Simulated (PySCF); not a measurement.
# One shape, several levels: AlH3S2O (SMILES [OH][Al]([SH])[SH])

We compute a comparison of 6 runs (HF/STO-3G, B3LYP/6-31G*, BP86/pcseg-1, PBE0/def2-SVP, BP86/def2-TZVP, CCSD(T)/aug-cc-pVDZ) of AlH3S2O. The job is set up through a Python script.

The calculation is run with PySCF 2.14.0.

## Step 1: The molecule

AlH3S2O: 7 atoms, total charge 0, spin state singlet. SMILES: `[OH][Al]([SH])[SH]`. The shape is that of a PBE0-D4/def2-TZVP optimisation. This is one conformer, not always the lowest.

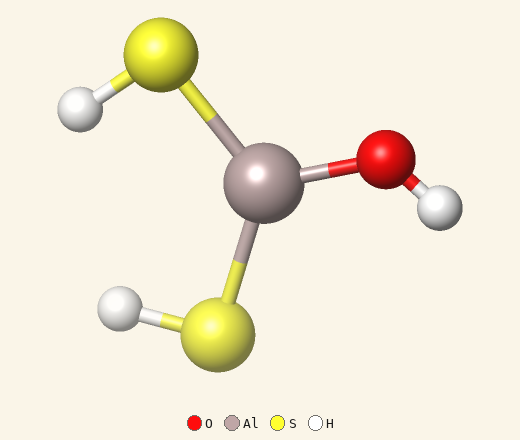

The structure, seen from a chosen angle (oxygen red, aluminium light grey, sulfur yellow, hydrogen white).

## Step 2: Energy and forces at HF/STO-3G (run 1)

Contents of calc.py:

```python
import pyscf.grad
from pyscf import gto

mol = gto.Mole()
mol.atom = '''
O     -3.751295     0.342418     0.880990
Al    -0.640428     0.051401     0.268152
S      1.824720     0.027968     3.552118
S      0.686160    -0.272310    -3.622038
H     -5.060876     0.383047    -0.359804
H      3.927418    -0.223366     2.151075
H      3.130331    -0.437850    -2.956854
'''
mol.max_memory = 1860
mol.basis = 'sto-3g'
mol.unit = 'bohr'
mol.verbose = 3
mol.build()

mf = mol.RHF()
mf.conv_tol = 1e-10
mf.kernel()
if not mf.converged:
    mf = mf.newton().run(mf.mo_coeff, mf.mo_occ)

e_final = mf.e_tot
print(f'total energy: {e_final:.8f} hartree')
grad = mf.Gradients().kernel()
mf.analyze()
```

Started as:

```
OMP_NUM_THREADS=1 python calc.py
```

The log of the run:

```text
converged SCF energy = -1101.0588839964
[... 16 lines left out ...]
MO #5   energy= -8.58614998059961  occ= 2
[... 5 lines left out ...]
MO #11  energy= -6.21337805818411  occ= 2
[... 5 lines left out ...]
MO #17  energy= -1.19576934608723  occ= 2
[... 5 lines left out ...]
MO #23  energy= -0.386460295717049 occ= 2
[... 5 lines left out ...]
MO #29  energy= 0.335262051380952  occ= 0
[... 5 lines left out ...]
MO #35  energy= 0.807465500914704  occ= 0
[... 8 lines left out ...]
Dipole moment(X, Y, Z, Debye):  0.09938, -0.06587, -1.05657
```

Wall time 1.6 s (1 thread of Intel Xeon Platinum 8488C (Sapphire Rapids), shared host); peak memory 0.12 GiB.

## Step 3: Energy and forces at B3LYP/6-31G(d) (spherical functions) (run 2)

Contents of run.py:

```python
# [OH][Al]([SH])[SH]
from pyscf import gto, dft

system = gto.Mole()
system.atom = '''
O   -1.985100   0.181200   0.466200
Al  -0.338900   0.027200   0.141900
S    0.965600   0.014800   1.879700
S    0.363100  -0.144100  -1.916700
H   -2.678100   0.202700  -0.190400
H    2.078300  -0.118200   1.138300
H    1.656500  -0.231700  -1.564700
'''
system.verbose = 3
system.charge = 0
system.max_memory = 1860
system.spin = 0
system.basis = '6-31g*'
system.build()

mf = dft.RKS(system, xc='b3lyp')
mf.conv_tol = 1e-10
mf.grids.level = 5
mf.kernel()
if not mf.converged:
    mf = mf.newton().run(mf.mo_coeff, mf.mo_occ)

e_final = mf.e_tot
print('E(%s) = %.9f' % ('B3LYP', e_final))
grad = mf.nuc_grad_method().kernel()
mf.analyze()
```

Started as:

```
OMP_NUM_THREADS=1 python run.py
```

The log of the run:

```text
converged SCF energy = -1115.96828080673
[... 20 lines left out ...]
MO #9   energy= -5.89989831694072  occ= 2
[... 12 lines left out ...]
MO #22  energy= -0.418579542769888 occ= 2
[... 12 lines left out ...]
MO #35  energy= 0.136266663860059  occ= 0
[... 12 lines left out ...]
MO #48  energy= 0.502077120165391  occ= 0
[... 12 lines left out ...]
MO #61  energy= 0.91781170225488   occ= 0
[... 12 lines left out ...]
MO #74  energy= 2.46072504840052   occ= 0
[... 8 lines left out ...]
Dipole moment(X, Y, Z, Debye):  0.36994, -0.10426, -1.34827
```

Wall time 21 s (1 thread of Intel Xeon Platinum 8488C (Sapphire Rapids), shared host); peak memory 0.73 GiB.

Runs 3 to 5 aren't shown in full; the table further down has their settings and results.

## Step 4: The energy at CCSD(T)/aug-cc-pVDZ (run 6)

Contents of calc.py:

```python
from pyscf import gto, scf, cc

mol = gto.M(
    atom='''
O   -1.985100   0.181200   0.466200
Al  -0.338900   0.027200   0.141900
S    0.965600   0.014800   1.879700
S    0.363100  -0.144100  -1.916700
H   -2.678100   0.202700  -0.190400
H    2.078300  -0.118200   1.138300
H    1.656500  -0.231700  -1.564700
''',
    basis='aug-cc-pvdz',
    verbose=3,
    max_memory=1860,
)

mf = scf.RHF(mol)
mf.conv_tol = 1e-10
mf.kernel()
if not mf.converged:
    mf = mf.newton().run(mf.mo_coeff, mf.mo_occ)

mycc = cc.CCSD(mf, frozen=16)
mycc.kernel()
e_t = mycc.ccsd_t()
etot = mycc.e_tot + e_t
print('Final energy', etot)
mf.analyze()
```

Started as:

```
OMP_NUM_THREADS=1 python calc.py
```

The log of the run:

```text
converged SCF energy = -1113.76911732638
[... 24 lines left out ...]
MO #21  energy= -0.577667219871388 occ= 2
[... 21 lines left out ...]
MO #43  energy= 0.150546873001898  occ= 0
[... 21 lines left out ...]
MO #65  energy= 0.431048297084648  occ= 0
[... 21 lines left out ...]
MO #87  energy= 0.889175286030889  occ= 0
[... 21 lines left out ...]
MO #109 energy= 1.4266316945971    occ= 0
[... 21 lines left out ...]
MO #131 energy= 4.26736828940851   occ= 0
[... 8 lines left out ...]
Dipole moment(X, Y, Z, Debye):  0.44331, -0.10938, -1.33081
```

Run time: 75 s. Hardware: 1 thread of Intel Xeon Platinum 8488C (Sapphire Rapids), shared host; peak memory 1.9 GiB.

## Step 5: The series

```
run                               level  integration grid      task   energy (Eh)  dipole moment (D) of the reference  HOMO energy (eV)  LUMO energy (eV)  wall time
  1                           HF/STO-3G                 –  gradient  -1101.058884                                1.06             -6.84              9.12      1.6 s
  2  B3LYP/6-31G* (spherical functions)                 5  gradient  -1115.968281                                1.40             -7.35             -0.78       21 s
  3                        BP86/pcseg-1                 5  gradient  -1116.041430                                1.45             -6.65             -1.56       27 s
  4                       PBE0/def2-SVP                 5  gradient  -1115.129000                                1.46             -7.54             -0.35       17 s
  5                      BP86/def2-TZVP                 5  gradient  -1116.167363                                1.23             -6.56             -1.42       70 s
  6                 CCSD(T)/aug-cc-pVDZ                 –    energy  -1114.377144                                1.41            -10.47              0.68       75 s
```

## Step 6: Results

```
                                           quantity           value
                                run 6: total energy  -1114.37714 Eh
        run 6: dipole moment (Hartree–Fock density)          1.41 D
         run 6: HOMO energy (Hartree–Fock orbitals)       -10.47 eV
         run 6: LUMO energy (Hartree–Fock orbitals)         0.68 eV
       run 6: HOMO–LUMO gap (Hartree–Fock orbitals)        11.15 eV
run 6: correlation energy (16 core orbitals frozen)      -608.0 mEh
                              run 6: (T) correction      -19.10 mEh
                               run 6: T1 diagnostic           0.013
```

In words: Over runs 1, 2, 3, 4, 5 the dipole moment (its size) runs from 1.06 D (HF/STO-3G) to 1.46 D (PBE0/def2-SVP). The two ends differ in method and basis. Over runs 1, 2, 3, 4, 5 the HOMO–LUMO gap runs from 5.10 eV (BP86/pcseg-1) to 15.96 eV (HF/STO-3G). Totals of different functionals can't be ranked against each other. In run 1 the basis is minimal, so the values are rough. All runs together took 3.5 min, the longest 75 s.
